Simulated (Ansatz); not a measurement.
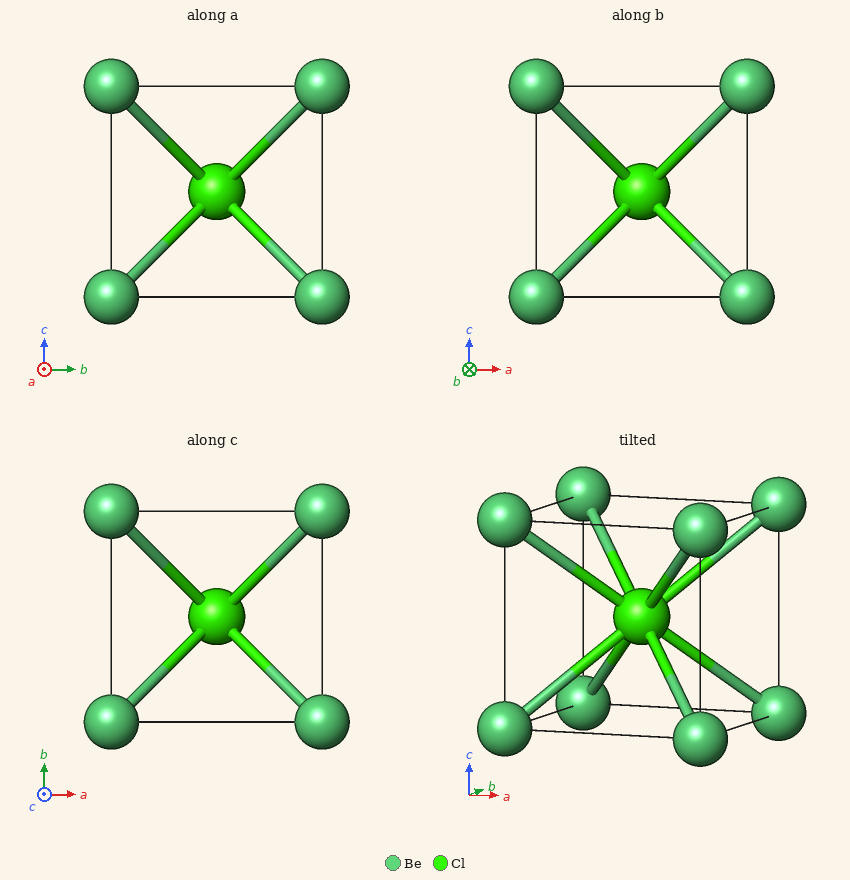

Shown here is a ball-and-stick view of the crystal, taken along the a axis, along the b axis, along the c axis and slightly off an axis. Lines trace the edges of the conventional unit cell.

Lattice parameters: a = 3.0388 Å, b = 3.0388 Å, c = 3.0388 Å, α = 90.000°, β = 90.000°, γ = 90.000°.

### From the views, write a CIF in P1 with every atom of the cell.

```cif
data_structure
_symmetry_space_group_name_H-M 'P 1'
_symmetry_Int_Tables_number 1
_cell_length_a 3.0388
_cell_length_b 3.0388
_cell_length_c 3.0388
_cell_angle_alpha 90.000
_cell_angle_beta 90.000
_cell_angle_gamma 90.000
_cell_volume 28.06
loop_
_atom_site_label
_atom_site_type_symbol
_atom_site_fract_x
_atom_site_fract_y
_atom_site_fract_z
_atom_site_occupancy
Be1 Be 0.0000 0.0000 0.0000 1
Cl1 Cl 0.5000 0.5000 0.5000 1
```

The model was built from a random cell made by a generator, so it need not be a real form of the compound. It is drawn as it came out of a relaxation with DFT PBE, scalar-relativistic, plane waves, PAW (Ansatz).
